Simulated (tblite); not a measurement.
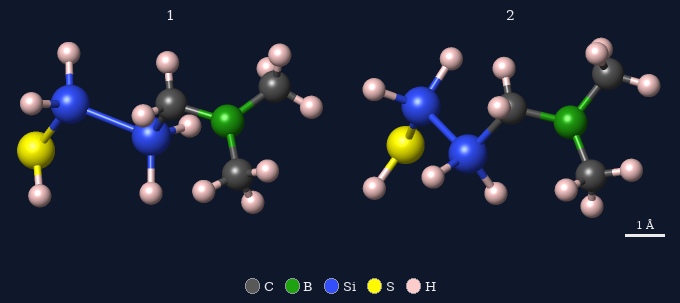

Two geometries of C$_{3}$H$_{13}$BSSi$_{2}$, drawn at one scale. One is the start of a relaxation, the other its converged end. A ball-and-stick model, seen at a tilt.

All numbers below come from GFN2-xTB geometry optimisation, gas phase in tblite. 

Which of the two is the end point?

Answer. Structure 1 is the relaxed one. Over 223 geometry steps the energy falls by 21.2 kcal/mol. The largest moves after the best rigid fit, 2.22 Å, are those of H atoms. By element the largest moves are H 2.22 Å, Si 1.06 Å, S 0.88 Å, C 0.71 Å, B 0.45 Å. Near-neighbour distances that change, for instance: H–S 1.414 → 1.324 Å, Si–Si 2.241 → 2.318 Å, C–Si 1.845 → 1.910 Å, C–H 1.116 → 1.088 Å. Among the angles between lasting bonds that change: Si–S–H 107.3° → 97.0°, Si–Si–H 107.3° → 116.7°, Si–Si–H 107.9° → 116.8°. Groups turn about C–Si by about 55°, Si–Si by about 50°. Cost: 1.8 s on 1 thread of Arm Neoverse V2, with other jobs on the host.
